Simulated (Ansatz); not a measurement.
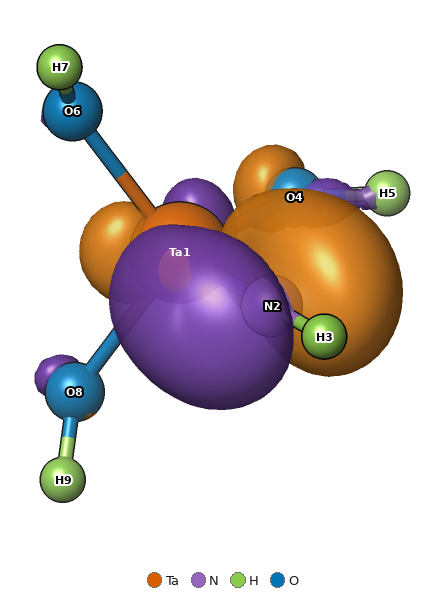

*H₄NO₃Ta (Ta(NH)(OH)3). The HOMO at ±0.15 Å⁻³ᐟ² (orange and purple are the two phases), seen at a tilt.*

Geometry: PBE0-D4/def2-SVP; core potentials replace the inner electrons of Ta.

Theory: Ansatz 0.2.0, RKS PBE0-D4/def2-TZVP.

```yaml
atoms:
  - { symbol: Ta, position_ang: [-0.0012, 0.0002, -0.2339] }
  - { symbol: N, position_ang: [0.0236, 0.0027, 1.5364] }
  - { symbol: H, position_ang: [0.0374, 0.0044, 2.5476] }
  - { symbol: O, position_ang: [1.7456, 0.4236, -0.8890] }
  - { symbol: H, position_ang: [2.5850, 0.6248, -0.4699] }
  - { symbol: O, position_ang: [-1.2578, 1.3075, -0.8437] }
  - { symbol: H, position_ang: [-1.8448, 1.9212, -0.3968] }
  - { symbol: O, position_ang: [-0.5228, -1.7349, -0.8482] }
  - { symbol: H, position_ang: [-0.7650, -2.5495, -0.4025] }
```

Q: Describe this orbital and give its energy.

A: It lies mainly on N2 (about 65 %) and Ta1 (about 25 %). It is one of a degenerate set, so its orientation is arbitrary. Its energy is −7.64 eV.
